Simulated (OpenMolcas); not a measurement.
C$_{2}$H$_{4}$B: excited-state calculation (part 1 of 2)

C$_{2}$H$_{4}$B, multiplicity 2, SMILES B[C]=C, computed with MC-PDFT (tLSDA)/ANO-R1, sfX2C (OpenMolcas 26.06).

The geometry comes from this level: GFN2-xTB.

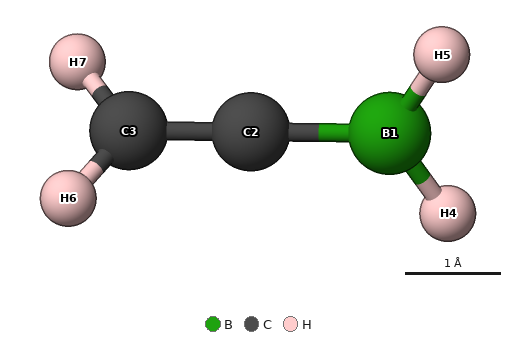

**Figure 1.** The input geometry (ball-and-stick view, seen at a tilt; atoms are numbered from 1 in the order of the input). Bond lengths as drawn: B–C 1.46 Å, B–H 1.17 Å, C–C 1.29 Å and C–H 1.08 Å.

### Results in brief

| quantity | value |
| --- | --- |
| outcome | converged |
| total energy | −102.733337 hartree |
| basis functions | 62 |
| dipole moment | 1.25 debye |
| hardware | 1 thread of Intel Xeon @ 3.00GHz (Skylake/Cascade Lake), 16 GiB of memory available, shared host |
| wall time | 11 s |
| peak memory | 0.082 GiB |

### The input
```
&gateway
  basisset
  B.ANO-R1....
  B1 -1.075830 0.425360 -0.773780 angstrom
  End of Basis
  basisset
  C.ANO-R1....
  C2 0.057000 -0.020470 0.039540 angstrom
  C3 1.051750 -0.415380 0.756660 angstrom
  End of Basis
  basisset
  H.ANO-R1....
  H4 -2.062370 -0.207830 -0.792290 angstrom
  H5 -0.989160 1.411380 -1.402080 angstrom
  H6 1.668510 -1.268180 0.495290 angstrom
  H7 1.350100 0.075110 1.676660 angstrom
  End of Basis
  ricd
  finite
  rx2c

&seward
  gridinput
  Grid=UltraFine
  End of Grid

&rasscf
  fileorb=$CurrDir/step2.RasOrb
  spin=2
  nactel=7 0 0
  inactive=7
  ras2=7
  ciroot=3 3 1
  orblisting=Nothing

&mcpdft
  ksdft=T:LSDA
```

Command:
```bash
export MOLCAS_MEM=1860
pymolcas step3.inp > step3.log
```

### The program's output
```
--- Start Module: gateway ---

                                              &GATEWAY

                       available to each process: 1.9 GB of memory, 1 thread

++    Symmetry information:
      ---------------------

                    Character Table for C1

                             E
                    a        1  x, y, xy, Rz, z, xz, Ry, yz, Rx, I
--

++    Basis set information:
      ----------------------

      Basis set label: B.ANO-R...3S2P1D.

      Electronic valence basis set:
      ------------------
      Associated Effective Charge   5.000000 au
      Associated Actual Charge      5.000000 au
      Nuclear Model: Finite nucleus - Gaussian distribution
        Gaussian exponent, Xi/bohr**(-2):  7.11787E+08

      Shell  nPrim  nBasis  Cartesian Spherical Contaminant
         s      12       3        X
         p       7       2        X
         d       3       1                 X

      Basis set label: C.ANO-R...3S2P1D.

      Electronic valence basis set:
      ------------------
      Associated Effective Charge   6.000000 au
      Associated Actual Charge      6.000000 au
      Nuclear Model: Finite nucleus - Gaussian distribution
        Gaussian exponent, Xi/bohr**(-2):  6.80775E+08

      Shell  nPrim  nBasis  Cartesian Spherical Contaminant
         s      12       3        X
         p       7       2        X
         d       3       1                 X

      Basis set label: H.ANO-R...2S1P.

      Electronic valence basis set:
      ------------------
      Associated Effective Charge   1.000000 au
      Associated Actual Charge      1.000000 au
      Nuclear Model: Finite nucleus - Gaussian distribution
        Gaussian exponent, Xi/bohr**(-2):  2.12482E+09

      Shell  nPrim  nBasis  Cartesian Spherical Contaminant
         s       7       2        X
         p       4       1        X
--

++    Molecular structure info:
      -------------------------

                    ************************************************
                    **** Cartesian Coordinates / bohr, angstrom ****
                    ************************************************

     Center  Label                x              y              z                     x              y              z
        1      B1              -2.033024       0.803814      -1.462232             -1.075830       0.425360      -0.773780
        2      C2               0.107714      -0.038683       0.074720              0.057000      -0.020470       0.039540
        3      C3               1.987519      -0.784954       1.429880              1.051750      -0.415380       0.756660
        4      H4              -3.897314      -0.392742      -1.497211             -2.062370      -0.207830      -0.792290
        5      H5              -1.869241       2.667122      -2.649547             -0.989160       1.411380      -1.402080
        6      H6               3.153027      -2.396513       0.935962              1.668510      -1.268180       0.495290
        7      H7               2.551319       0.141937       3.168428              1.350100       0.075110       1.676660

                    ***************************************
                    *    InterNuclear Distances / bohr    *
                    ***************************************

               1 B1            2 C2            3 C3            4 H4            5 H5            6 H6
    1 B1       0.000000
    2 C2       2.766728        0.000000
    3 C3       5.201276        2.434553        0.000000
    4 H4       2.215524        4.317011        6.584297        0.000000
    5 H5       2.215504        4.318722        6.590384        3.847561        0.000000
    6 H6       6.548935        3.946521        2.049264        7.722872        7.982447        0.000000
    7 H7       6.549603        3.946500        2.049280        7.977402        7.730896        3.433611

               7 H7
    7 H7       0.000000

                    *******************************************
                    *    InterNuclear Distances / angstrom    *
                    *******************************************

               1 B1            2 C2            3 C3            4 H4            5 H5            6 H6
    1 B1       0.000000
    2 C2       1.464089        0.000000
    3 C3       2.752397        1.288310        0.000000
    4 H4       1.172405        2.284464        3.484260        0.000000
    5 H5       1.172394        2.285369        3.487481        2.036041        0.000000
    6 H6       3.465547        2.088409        1.084424        4.086768        4.224129        0.000000
    7 H7       3.465901        2.088398        1.084432        4.221460        4.091014        1.816989

               7 H7
    7 H7       0.000000

                    **************************************
                    *    Valence Bond Angles / degree    *
                    **************************************
                          Atom centers                 Phi
                      2 C2       1 B1       4 H4       119.70
                      2 C2       1 B1       5 H5       119.78
                      4 H4       1 B1       5 H5       120.53
                      1 B1       2 C2       3 C3       179.84
                      2 C2       3 C3       6 H6       123.10
                      2 C2       3 C3       7 H7       123.09
                      6 H6       3 C3       7 H7       113.81

           ***************************************************************
           *              Valence Dihedral Angles / degree               *
           ***************************************************************
                    Atom centers                       Phi1     Phi2     Theta
           3 C3       2 C2       1 B1       4 H4        179.84   119.70    -7.67
           3 C3       2 C2       1 B1       5 H5        179.84   119.78   172.40
           1 B1       2 C2       3 C3       6 H6        179.84   123.10    80.16
           1 B1       2 C2       3 C3       7 H7        179.84   123.09   -99.91
--

            Nuclear Potential Energy             51.99640614 au

--- Stop Module: gateway /rc=_RC_ALL_IS_WELL_ ---

--- Start Module: seward ---

                                              &SEWARD

                       available to each process: 1.9 GB of memory, 1 thread

               SEWARD will generate:
                  Multipole Moment integrals up to order  2
                  Kinetic Energy integrals
                  Nuclear Attraction integrals (finite nuclei - Gaussian type)
                  One-Electron Hamiltonian integrals
                  Velocity integrals
                  Relativistic X2C integrals
                  Orbital angular momentum around (  0.0691  -0.0260   0.0490 )
                  Velocity quadrupole around (  0.0691  -0.0260   0.0490 )
                  Atomic mean-field integrals
                  RI decomposed two-electron repulsion integrals stored Cholesky style
                   - acCD auxiliary basis
                   - CD Threshold:   1.00E-04

                   Integrals are discarded if absolute value <: 1.00E-14
                   Integral cutoff threshold is set to       <: 1.00E-16

            Nuclear Potential Energy             51.99640614 au

      Basis set specifications :
      Symmetry species         a
      Basis functions           62

--- Stop Module: seward /rc=_RC_ALL_IS_WELL_ ---
--- Module seward spent 1 second ---

--- Start Module: rasscf ---

                                              &RASSCF

                       available to each process: 1.9 GB of memory, 1 thread

      Header of the ONEINT file:
      --------------------------

      OrdInt status: non-squared

      Cartesian coordinates in angstrom:
      -----------------------------------------------------
      No.  Label        X            Y            Z
      -----------------------------------------------------
       1   B1        -1.07583000   0.42536000  -0.77378000
       2   C2         0.05700000  -0.02047000   0.03954000
       3   C3         1.05175000  -0.41538000   0.75666000
       4   H4        -2.06237000  -0.20783000  -0.79229000
       5   H5        -0.98916000   1.41138000  -1.40208000
       6   H6         1.66851000  -1.26818000   0.49529000
       7   H7         1.35010000   0.07511000   1.67666000
      -----------------------------------------------------
      Nuclear repulsion energy =   51.99640614

++    Wave function specifications:
      -----------------------------

      Number of closed shell electrons          14
      Number of electrons in active shells       7
      Max number of holes in RAS1 space          0
      Max nr of electrons in RAS3 space          0
      Number of inactive orbitals                7
      Number of active orbitals                  7
      Number of secondary orbitals              48
      Spin quantum number                      0.5
      State symmetry                             1
--

++    Orbital specifications:
      -----------------------

      Symmetry species                           1
                                                 a
      Frozen orbitals                            0
      Inactive orbitals                          7
      Active orbitals                            7
      RAS1 orbitals                              0
      RAS2 orbitals                              7
      RAS3 orbitals                              0
      Secondary orbitals                        48
      Deleted orbitals                           0
      Number of basis functions                 62
--

++    CI expansion specifications:
      ----------------------------

      Number of CSFs                           784
      Number of determinants                  1225
      Number of root(s) required                 3
      Root chosen for geometry opt.              3
      CI roots used                              1     2     3
      weights                                0.333 0.333 0.333
      highest root included in the CI            3
      max. size of the explicit Hamiltonian    200
--

++    Optimization specifications:
      ----------------------------

      RASSCF algorithm: LK RI/DF
      Maximum number of macro iterations       200
      Maximum number of SX iterations          100
      Threshold for RASSCF energy            1.000E-08
      Threshold for max MO rotation          1.000E-01
      Threshold for max BLB element          1.000E-04
      Level shift parameter                  5.000E-01
      Make Quasi-Newton update
--

      The MO-coefficients are taken from the file:
      step2.RasOrb
      Title: RASSCF average (pseudo-natural) orbitals

      Total molecular charge    0.00

      ************************************************************************************************************************
      *                                            Wave function control section                                             *
      ************************************************************************************************************************

                                         RASSCF iterations: Energy and convergence statistics
                                         ----------------------------------------------------

          iter iter root      energy       change     param      element    value   shift minimum  type update hh:mm:ss
 Nr of preliminary CI iterations:   4
        1   1    6    0  -102.68742561    0.00E+00   4.71E-04    5  24 1 -2.20E-04*  0.25   0.00    SX    NO    0:00:00
        2   1    5    0  -102.68742601   -3.94E-07* -2.76E-04    9  21 1  5.41E-05   0.25   0.00    SX    NO    0:00:00
        3   1    5    0  -102.68742607   -6.49E-08*  1.67E-04   13  16 1  3.24E-05   0.25   0.00    SX    NO    0:00:00
        4   7    5    0  -102.68743085   -4.78E-06* -2.83E-04    9  23 1  1.37E-04*  0.25   0.00    SX    NO    0:00:00
        5   1    5    0  -102.68743103   -1.76E-07* -4.67E-04    5  24 1  1.49E-04*  0.25   1.53    QN   YES    0:00:00
        6   5    5    0  -102.68743113   -1.05E-07*  6.32E-05    8  60 1 -8.00E-05   0.25   0.78    QN   YES    0:00:00
        7   1    5    0  -102.68743116   -2.84E-08*  1.19E-04    5  24 1  5.67E-05   0.25   0.98    QN   YES    0:00:00
        8   3    5    0  -102.68743117   -1.20E-08*  8.63E-05    5  24 1  3.87E-05   0.25   1.34    QN   YES    0:00:00
        9   3    4    0  -102.68743118   -5.07E-09  -1.11E-05    5  24 1  7.22E-06   0.25   1.09    QN   YES    0:00:00
      Convergence after  9 iterations
       10   1    4    0  -102.68743118   -4.09E-10  -1.11E-05    7  16 1 -3.11E-06   0.25   1.09    QN   YES    0:00:00

      ************************************************************************************************************************
                                                      Wave function printout:
                       occupation of active orbitals, and spin coupling of open shells (u,d: Spin up or down)
      ************************************************************************************************************************

      Note: transformation to natural orbitals
      has been made, which may change the order of the CSFs.

      printout of CI-coefficients larger than  0.05 for root  1
      energy=    -102.782278
      conf/sym  1111111     Coeff  Weight
             1  222u000  -0.87534 0.76622
             3  2u22000  -0.38524 0.14841
             6  22200u0   0.14328 0.02053
            27  20220u0  -0.07490 0.00561
            39  2u2u0d0   0.05004 0.00250
            65  2u20020   0.09410 0.00885
            80  220u200  -0.05054 0.00255
           104  u2duu0d  -0.05930 0.00352
           110  202u020  -0.14540 0.02114
           133  022u002  -0.05058 0.00256

      printout of CI-coefficients larger than  0.05 for root  2
      energy=    -102.681090
      conf/sym  1111111     Coeff  Weight
             1  222u000  -0.38088 0.14507
             3  2u22000   0.87711 0.76932
             6  22200u0   0.06534 0.00427
            12  2u2d0u0   0.14503 0.02103
            27  20220u0  -0.10781 0.01162
            39  2u2u0d0  -0.13767 0.01895
            65  2u20020  -0.07123 0.00507
           212  uud2u0d   0.05365 0.00288
           232  0u22002   0.05080 0.00258

      printout of CI-coefficients larger than  0.05 for root  3
      energy=    -102.598925
      conf/sym  1111111     Coeff  Weight
             1  222u000   0.18062 0.03262
             3  2u22000  -0.07716 0.00595
             6  22200u0   0.87465 0.76501
            27  20220u0  -0.22670 0.05139
            39  2u2u0d0  -0.33023 0.10905
           233  22002u0  -0.05169 0.00267
           254  u2d0uud  -0.05889 0.00347

      Natural orbitals and occupation numbers for root  1
      sym 1:   1.977073   1.919701   1.981257   1.002610   0.020458   0.081126   0.017777

      Natural orbitals and occupation numbers for root  2
      sym 1:   1.980912   1.008936   1.980786   1.953749   0.021265   0.035736   0.018617

      Natural orbitals and occupation numbers for root  3
      sym 1:   1.972484   1.790630   1.979965   0.214148   0.021658   1.003757   0.017359

      ************************************************************************************************************************
      *                                                    Final results                                                     *
      ************************************************************************************************************************

++    Final optimization conditions:
      ------------------------------

      Average CI energy                            -102.68743118
      RASSCF energy for state  3                   -102.59892510
      Super-CI energy                                -0.00000000
      RASSCF energy change                            0.00000000
      Max change in MO coefficients               2.344E-05
      Max non-diagonal density matrix element    -1.115E-05
      Maximum BLB matrix element                 -3.112E-06
      (orbital pair   7,  16 in symmetry   1)
      Norm of electronic gradient            6.754E-02
--

      Final state energy(ies):
      ------------------------

::    RASSCF root number  1 Total energy:   -102.78227829
::    RASSCF root number  2 Total energy:   -102.68109015
::    RASSCF root number  3 Total energy:   -102.59892510
      Von Neumann Entropy (Root   1) =  0.90180
```
